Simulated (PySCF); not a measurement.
```yaml
atoms:
  - { symbol: O, position_ang: [2.1362, 0.6197, 1.3334] }
  - { symbol: B, position_ang: [1.5736, 0.4953, 0.1197] }
  - { symbol: O, position_ang: [2.2989, 0.3814, -0.9911] }
  - { symbol: O, position_ang: [0.1569, 0.5694, -0.0243] }
  - { symbol: C, position_ang: [-0.6493, -0.4731, -0.0168] }
  - { symbol: F, position_ang: [-0.7037, -1.0370, 1.2555] }
  - { symbol: F, position_ang: [-0.1955, -1.5065, -0.7786] }
  - { symbol: C, position_ang: [-2.0948, -0.1268, -0.3957] }
  - { symbol: F, position_ang: [-2.1363, 0.4858, -1.6074] }
  - { symbol: H, position_ang: [1.5482, 0.6820, 2.0861] }
  - { symbol: H, position_ang: [3.2498, 0.3953, -0.8771] }
  - { symbol: H, position_ang: [-2.5011, 0.5623, 0.3504] }
  - { symbol: H, position_ang: [-2.6829, -1.0478, -0.4542] }
```

Geometry: GFN2-xTB.

Theory: PBE0/pcSseg-1, SCF density, gas phase, non-relativistic in PySCF.

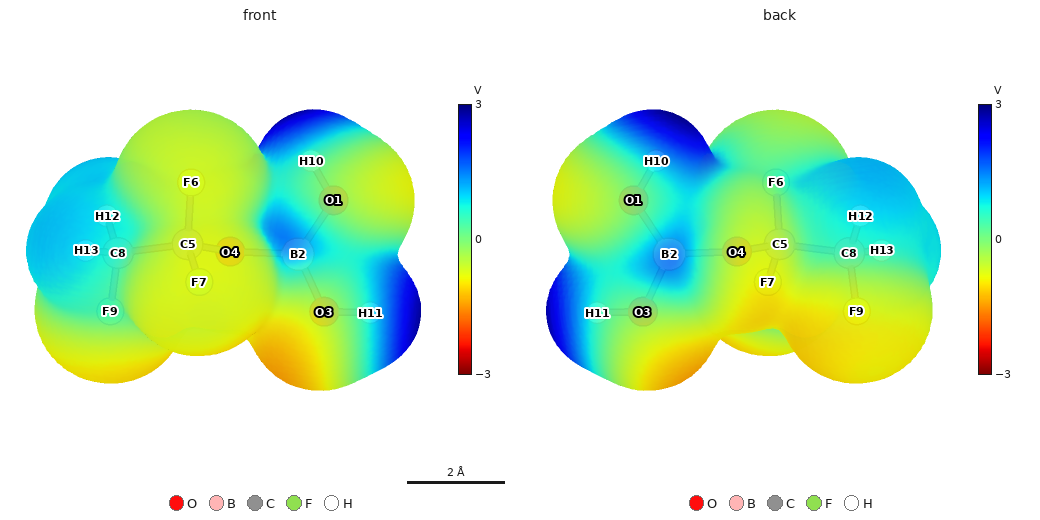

C$_{2}$H$_{4}$BF$_{3}$O$_{3}$. The molecular electrostatic potential painted on the density surface at 0.002 e/bohr³, seen from the front and from behind; red is negative and blue positive.

Q: Which sites attract a positive test charge, and which a negative one?

A: A positive charge is drawn to the negative regions and a negative charge to the positive ones. The most negative region (about −1.4 V) lies over O3, the most positive (about +2.8 V) over H10 and H11. O3 is the likeliest acceptor of a hydrogen bond.
